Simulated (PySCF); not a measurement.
# AlCl2H3SSi ((Cl)2Al-S-SiH3): the cost of one run

The runs use PySCF 2.14.0, with density-fitted response routines of our own; the level of theory stands in each step. All values are computed, except where a source is named. Atoms count from 0, in the outputs and in this text.

**1. Starting geometry**

8 atoms, charge 0, multiplicity 1; geometry from: GFN2-xTB. The atoms were then displaced at random by about 0.03 Å, so the start is not that level's minimum.

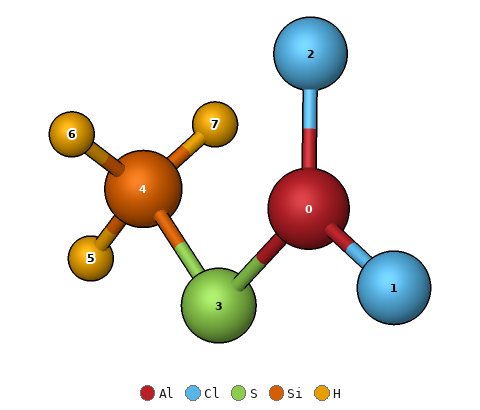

As it starts; aluminium red, chlorine blue, sulfur green, silicon orange, hydrogen amber, atoms numbered; sticks join atoms by distance.

**2. Optimising the geometry at PBE0-D3(BJ)/def2-SVP**

The job: settings as JSON, then the geometry in Å.

```
{"job": {"xc": "PBE0", "basis": "def2-SVP", "d3": "d3bj", "grid": 1, "maxiter": 40, "shake": 0.03, "kind": "geom"}, "charge": 0, "multiplicity": 1}
Al     0.170880    -0.839740     1.717870
Cl     0.303410    -0.830910     3.711740
Cl    -0.166810    -2.481430     0.595090
S      0.164620     1.209710     0.718990
Si    -0.086810     0.734430    -1.421460
H     -0.122680     2.107160    -1.965780
H      1.134400    -0.007280    -1.785340
H     -1.258780     0.022410    -1.654820
```

Command:

```
OMP_NUM_THREADS=1 python probes_run.py task.json out
```

One launch serves the whole session: the jobs run in the order shown.

Q: Estimate the wall time and peak memory of this first job on 1 thread of Intel Xeon at 2.50GHz, shared host.

About 59 s, with a peak of 0.42 GiB.
